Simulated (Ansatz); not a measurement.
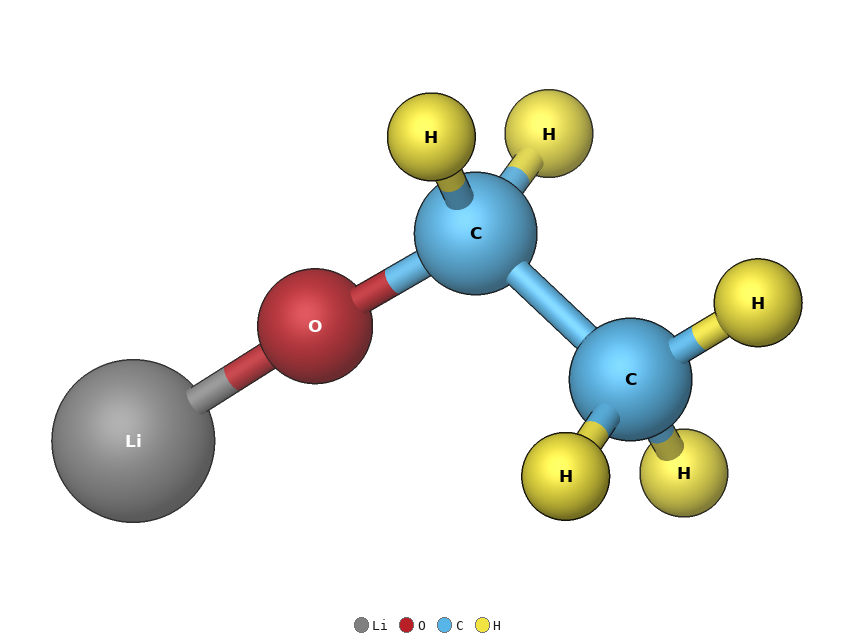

The picture shows the input geometry.

Input file:

```yaml
crystal:
  periodic: [false, false, false]
  atoms:
    - {symbol: Li, position_ang: [-1.537280, 2.086385, -1.342471]}
    - {symbol: O, position_ang: [-0.438636, 1.065104, -0.848852]}
    - {symbol: C, position_ang: [0.478677, 0.163170, -0.387951]}
    - {symbol: C, position_ang: [-0.070719, -0.706884, 0.734336]}
    - {symbol: H, position_ang: [1.388961, 0.669342, -0.013107]}
    - {symbol: H, position_ang: [0.829272, -0.505233, -1.197677]}
    - {symbol: H, position_ang: [-0.944990, -1.264989, 0.386342]}
    - {symbol: H, position_ang: [0.676637, -1.423312, 1.091500]}
    - {symbol: H, position_ang: [-0.381914, -0.083583, 1.577890]}
basis:
  gaussian: {orbitals: def2-TZVPP}
correlation: {method: ccsd_t}
```

It was started with:

```sh
ansatz run in.yaml --threads 2 --pin off --events-out ev --progress --plain --max-ram 4352MiB
```

Output:

```
Functional definition: HF
  name "HF"
  cite "Fock, Z. Phys. 61, 126 (1930) doi:10.1007/BF01340294"
  parent pbe
  exchange = exact_x
  correlation = 0
1110 factors; integrals over basis functions are off by at most 8.5e-4 eV
mean field evaluation 1: about -4377.2983 eV, gradient 4.8e1 eV
mean field evaluation 2: about -4377.3041 eV, gradient 4.8e1 eV
mean field evaluation 4: about -4382.0988 eV, gradient 4.2e0 eV
mean field evaluation 8: about -4382.1498 eV, gradient 2.4e-4 eV
mean field evaluation 16: about -4382.1425 eV, gradient 2.2e-1 eV
mean field -4382.14975555 eV, -161.0410331886 hartree, gradient 1.4e-6 eV, S^2 0.000000; 0 other end points of the search recorded, 0 dependent functions left out
3 core orbitals not correlated: weight in the atoms' cores, before any rotation towards them, 1.000 or more for the frozen orbitals, at most 0.000 for the correlated occupied ones
reference -4382.14975555 eV, -161.0410331886 hartree; 11, 11 occupied and 168, 168 virtual orbitals, 1110 factors
second order -17.42052552 eV of doubles, -0.00000000 eV of singles
cycle   1  -17.67996976 eV  change   -2.6e-1 eV  update   9.4e-2
cycle   2  -18.05940633 eV  change   -3.8e-1 eV  update   3.0e-2
cycle   3  -18.18010906 eV  change   -1.2e-1 eV  update   1.7e-2
cycle   4  -18.17566971 eV  change    4.4e-3 eV  update   4.7e-3
cycle   5  -18.17289035 eV  change    2.8e-3 eV  update   2.4e-3
cycle   6  -18.17339855 eV  change   -5.1e-4 eV  update   9.1e-4
cycle   7  -18.17338426 eV  change    1.4e-5 eV  update   3.2e-4
cycle   8  -18.17322911 eV  change    1.6e-4 eV  update   1.1e-4
cycle   9  -18.17321176 eV  change    1.7e-5 eV  update   3.0e-5
cycle  10  -18.17322443 eV  change   -1.3e-5 eV  update   1.1e-5
perturbative correction -0.64597735 eV, -0.0237392297 hartree
Total energy: -4400.96895733 eV, -161.7326260979 hartree
```
